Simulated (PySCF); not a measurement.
CH4N2SSi, SMILES `N#C[SiH](N)S`.

Level of theory: BHandHLYP/def2-SVP (PySCF), at a geometry from GFN2-xTB. No frequency check shows the geometry to be a minimum. GFN2-xTB bond lengths at metals and heavier atoms can be off by up to 0.1 Å and shapes distorted, which carries into these values. Without diffuse functions Rydberg states are missing, so the states' numbers hold for this basis only.

Cartesian coordinates (Å):

```
N1       2.4915   -1.1089    0.2451
C2       1.5632   -0.4943   -0.0198
Si3      0.0125    0.4430   -0.4672
N4       0.1246    1.9435    0.3455
S5      -1.6518   -0.7759    0.2028
H6      -0.0783    0.6500   -1.9033
H7      -0.6148    2.6182    0.2356
H8       0.4953    1.9829    1.2819
H9      -1.2401   -1.9149   -0.3325
```

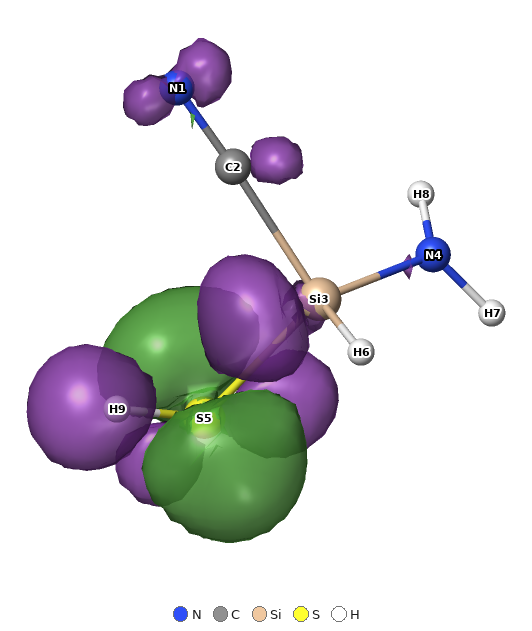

Unrelaxed difference density of T₂ less the ground state (TDA triplet states), ±0.03 e/Å³; purple: gain, green: loss.

> How does the charge move on excitation?

0.72 e is displaced in all, of which about 0.4 e passes between atoms: S5 (0.43 e) loses electrons and H9 (0.16 e) and Si3 (0.14 e) gain them. The state: 6.01 eV (206 nm), spin-forbidden from the singlet ground state; the leading pair carries 92 %; hole on S5 (77 %) and Si3 (7 %), electron on S5 (34 %), Si3 (21 %) and H9 (19 %); their centroids lie 0.7 Å apart.
